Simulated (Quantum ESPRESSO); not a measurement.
## MnPSe3: which magnetic order is lowest

Does MnPSe3 prefer parallel or opposed moments?

Calculated with Quantum ESPRESSO 7.5; PBEsol with U = 4 eV on Mn d (ortho-atomic projectors); plane waves with GBRV 1.5 PBEsol potentials, no spin-orbit coupling.

The experiments to compare with:

“Local spin structure in the layered van der Waals materials MnPSxSe3-x” (2024, arxiv:2404.02328) reports for MnPSe3, layered rhombohedral, by neutron magnetic PDF (polycrystalline, solid-state reaction, 15 K): moment (ordered moment per Mn) 4.666 ± 0.149 μB [moment from magnetic PDF fit on powder].

Report form: the programs' logs are mostly left out.

### Step 1. The structure

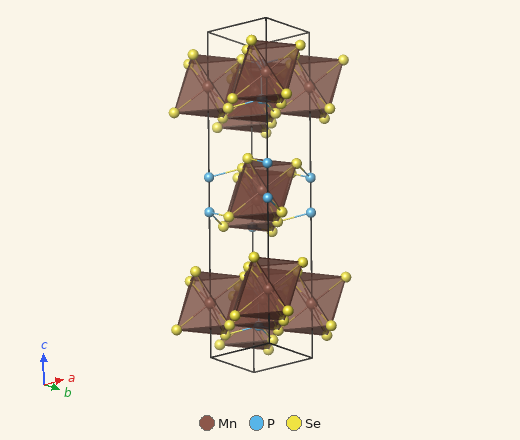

The cell as given, slightly off an axis (manganese brown, phosphorus blue, selenium yellow). This picture shows the conventional cell, with its axes. Some periodic images of atoms are drawn too.

The cell comes from Materials Project 2023-11-01, a database of computed structures, and need not be the stable phase.

### Step 2. Start 1: ferro ++

The signs are those of the starting moments on the seeded atoms, the atoms that are given a moment.

Contents of pw.in:

```
&CONTROL
  calculation = 'scf'
  prefix = 'pwscf'
  outdir = './tmp'
  pseudo_dir = './pseudo'
  disk_io = 'nowf'
/
&SYSTEM
  ibrav = 0
  celldm(1) = 8
  nat = 10
  ntyp = 3
  ecutwfc = 40
  ecutrho = 280
  nbnd = 56
  occupations = 'smearing'
  smearing = 'fd'
  degauss = 0.00367493
  nspin = 2
  starting_magnetization(1) = 0.3
  starting_magnetization(2) = 0
  starting_magnetization(3) = 0
/
&ELECTRONS
  conv_thr = 2d-08
  electron_maxstep = 150
  mixing_beta = 0.3
/
ATOMIC_SPECIES
Mn     54.9380 mn_pbesol_v1.5.uspp.F.UPF
P      30.9738 p_pbesol_v1.5.uspp.F.UPF
Se     78.9710 se_pbesol_v1.uspp.F.UPF
CELL_PARAMETERS alat
   0.7558385856790    0.4363836109003    1.6311873965189
  -0.7558385856790    0.4363836109003    1.6311873965189
   0.0000000000000   -0.8727672218006    1.6311873965189
ATOMIC_POSITIONS crystal
Mn      0.8323828600    0.8323828600    0.8323828600
Mn      0.1676171400    0.1676171400    0.1676171400
P       0.5535793900    0.5535793900    0.5535793900
P       0.4464206100    0.4464206100    0.4464206100
Se      0.4151439300    0.7494138000    0.0889330100
Se      0.0889330100    0.4151439300    0.7494138000
Se      0.7494138000    0.0889330100    0.4151439300
Se      0.5848560700    0.2505862000    0.9110669900
Se      0.9110669900    0.5848560700    0.2505862000
Se      0.2505862000    0.9110669900    0.5848560700
K_POINTS automatic
4 4 4 0 0 0
HUBBARD {ortho-atomic}
U Mn-3d 4.0000
```

The run is started by

```bash
> OMP_NUM_THREADS=1 mpirun -n 4 pw.x -nk 4 -in pw.in > pw.out
```

It took 100 s on 4 MPI ranks of Arm Neoverse V2, shared host; peak memory 1.3 GiB.

Spin moment in the atom's sphere by atom:

```
atom  spin moment in the atom's sphere (μB)
 Mn1                                   4.51
 Mn2                                   4.51
  P3                                   0.02
  P4                                   0.02
 Se5                                   0.02
 Se6                                   0.02
 Se7                                   0.02
 Se8                                   0.02
 Se9                                   0.02
Se10                                   0.02
```

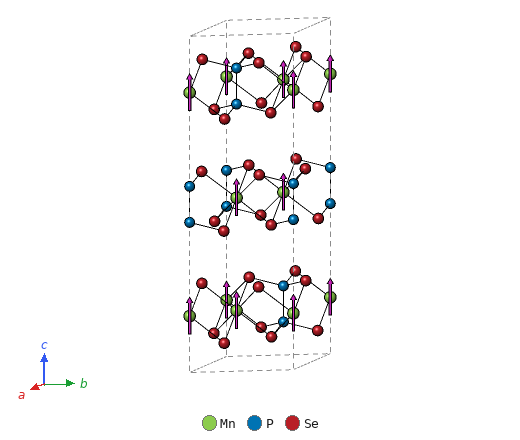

Spin moment in the atom's sphere as arrows, the longest 4.51 μB. Up and down stand for the sign. Arrows give size and sign along the axis of quantisation, drawn up and down the page. Some periodic images of atoms are drawn too.

Read from the output:

| Item | Value |
| --- | --- |
| smearing term TS | 1.02e-6 eV |
| magnetization | 10 μB |
| absolute magnetization | 10.02 μB |
| final state | ferromagnetic |

### Step 3. Start 2: antiferro +−

pw.in, as its differences from that of step 2:

```diff
@@ -11,6 +11,6 @@
   nat = 10
-  ntyp = 3
+  ntyp = 4
   ecutwfc = 40
   ecutrho = 280
-  nbnd = 56
+  nbnd = 51
   occupations = 'smearing'
@@ -20,4 +20,5 @@
   starting_magnetization(1) = 0.3
-  starting_magnetization(2) = 0
+  starting_magnetization(2) = -0.3
   starting_magnetization(3) = 0
+  starting_magnetization(4) = 0
 /
@@ -29,3 +30,4 @@
 ATOMIC_SPECIES
-Mn     54.9380 mn_pbesol_v1.5.uspp.F.UPF
+Mn1    54.9380 mn_pbesol_v1.5.uspp.F.UPF
+Mn2    54.9380 mn_pbesol_v1.5.uspp.F.UPF
 P      30.9738 p_pbesol_v1.5.uspp.F.UPF
@@ -37,4 +39,4 @@
 ATOMIC_POSITIONS crystal
-Mn      0.8323828600    0.8323828600    0.8323828600
-Mn      0.1676171400    0.1676171400    0.1676171400
+Mn1     0.8323828600    0.8323828600    0.8323828600
+Mn2     0.1676171400    0.1676171400    0.1676171400
 P       0.5535793900    0.5535793900    0.5535793900
@@ -50,2 +52,3 @@
 HUBBARD {ortho-atomic}
-U Mn-3d 4.0000
+U Mn1-3d 4.0000
+U Mn2-3d 4.0000
```

The job ended after 96 s (4 MPI ranks; peak memory 1.3 GiB; 6.4 min of CPU time).

Spin moment in the atom's sphere by atom:

| atom | spin moment in the atom's sphere (μB) |
| --- | --- |
| Mn1 | 4.49 |
| Mn2 | -4.49 |
| P3 | 0.00 |
| P4 | 0.00 |
| Se5 | 0.00 |
| Se6 | 0.00 |
| Se7 | 0.00 |
| Se8 | 0.00 |
| Se9 | 0.00 |
| Se10 | 0.00 |

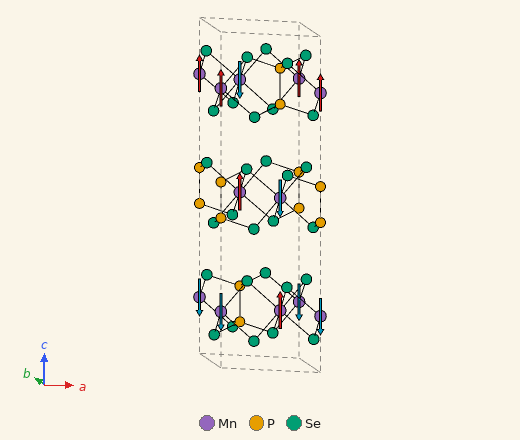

Spin moment in the atom's sphere as arrows, the longest 4.49 μB. Up and down stand for the sign. Arrows give size and sign along the axis of quantisation, drawn up and down the page. The two directions have two colours. Some periodic images of atoms are drawn too.

Numbers from this step:

- smearing term TS: 3.24e-9 eV
- magnetization: 0 μB
- absolute magnetization: 9.684 μB
- final state: antiferromagnetic

### Step 4. Energies of the orders

An order is kept where moments of 0.15 μB or more survive with the typed signs; meshes match where a doubled cell samples the same k points as the first cell.

Orders:

```
       start        final state  typed order kept  energy over the lowest (meV a seeded atom)  largest site moment (μB)  net moment (μB a cell of the first run)  mesh matched  CPU time (s)
    ferro ++      ferromagnetic               yes                                       24.65                     4.514                                       10           yes         397.7
antiferro +-  antiferromagnetic               yes                                           0                     4.493                                        0           yes         383.2
```

### Step 5. Occupations of the corrected shells in the lowest state

Occupations of the Hubbard shells:

```csv
block,type,shell,spin,electrons,occupation numbers
1,Mn1,3d,up,4.97,0.993 0.993 0.994 0.994 0.996
1,Mn1,3d,down,0.2957,0.018 0.018 0.023 0.118 0.118
2,Mn2,3d,up,0.2956,0.018 0.018 0.023 0.118 0.118
2,Mn2,3d,down,4.97,0.993 0.993 0.994 0.994 0.996
```

### Step 6. What came out

```yaml
lowest_state_found: antiferromagnetic (from antiferro +-)
largest_site_moment: 4.49 μB
next_state_with_moments: ferromagnetic, 24.7 meV a seeded atom higher
```

In words: Only these 2 starts were compared; other wavevectors, canted and longer-period orders were not. A computed site moment is spin alone and hangs on the region that is counted: the program's spheres do not touch and miss the tail of the moment. Measured moments hold any orbital part as well, and belong to the order of the sample, which need not be the order of this run.

Comparison with the measured values:

| quantity | measured | in the sphere | projected shell |
| --- | --- | --- | --- |
| moment (Mn) (μB) | 4.666 | 4.49 (-3.7 %) | 4.67 (+0.2 %) |

Measured values from arxiv:2404.02328 (2024).

Verdict: For the moment, of the levels listed nearest comes projected shell (+0.2 %) and farthest in the sphere (-3.7 %). No cell relaxation is part of this session.

[Logs and program files are shortened in this print: banners, set-up blocks, solver, clock and traceback lines can be left out without a mark of their own.]

[Logs are printed without paths, hosts, clocks, repeated set-up lines and the standing remarks that a program may print on its own settings, such as how far it seeks lower states.]

[Hosts, paths, dates, database ids (printed as entryN), source tags and the programs' standing remarks are cut or masked in the printed files.]

[Where a cell is said to come from a database of computed structures, the database is the Materials Project.]
